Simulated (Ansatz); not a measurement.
## Response to strain in BAs

Take BAs in the zinc blende structure (space group F-43m, No. 216; a = 4.784 Å) as the base.

Strains are applied to the cell and any free atomic positions relax.

Level of theory: r2SCAN (Ansatz, a program for electronic structure; PAW; 500 eV plane waves; no SOC).

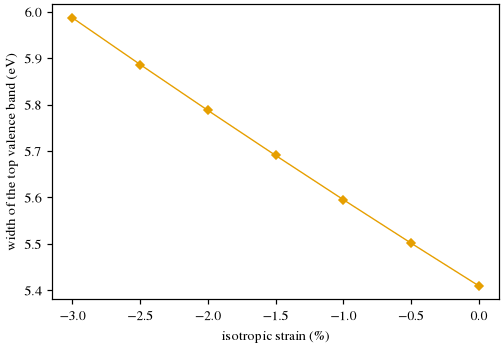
Width of the top valence band against isotropic strain

Q: From the plot, what is the width of the top valence band for isotropic strain −1.50 %?

A: About 5.69 eV.

Q: Is the trend monotonic over the range shown?

A: Yes, it falls throughout, spanning 5.41 eV to 5.99 eV.

The levels and masses belong to the bands next to the band gap. Whether these cells are dynamically stable was not tested.
